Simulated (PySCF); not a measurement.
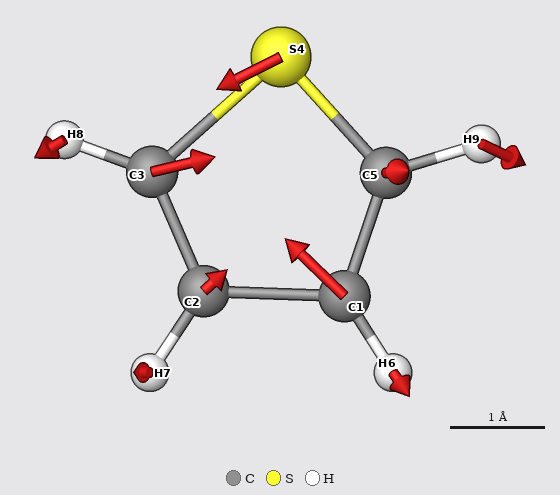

This is a relaxation of C4H4S. The starting structure is drawn; red arrows show the displacements, magnified 10 times. The two geometries are superimposed by the best rigid fit.

A ball-and-stick model, seen face on.

The start comes from MMFF94s. Its atoms were then displaced at random by about 0.03 Å.

Theory: PySCF 2.14.0, density-fitted response routines, PBE0-D3(BJ)/def2-SVP geometry optimisation, gas phase. 

Q: What happened in the run?

A: C1 moves most after the best rigid fit: 0.090 Å. Largest moves by element: C 0.090 Å, S 0.078 Å, H 0.066 Å. Among the contacts that change: C3–S4 1.855 → 1.717 Å, C1–H6 0.971 → 1.091 Å, C1–C2 1.516 → 1.424 Å, C3–H8 1.002 → 1.089 Å. Among the angles between lasting bonds that change: C1–C5–S4 119.3° → 111.6°, C2–C1–C5 106.5° → 112.4°, C5–C1–H6 129.0° → 123.3°. The energy falls by 23.6 kcal/mol in 9 geometry steps. The run took 26 s on 1 thread of Arm Neoverse V1, on a shared host.
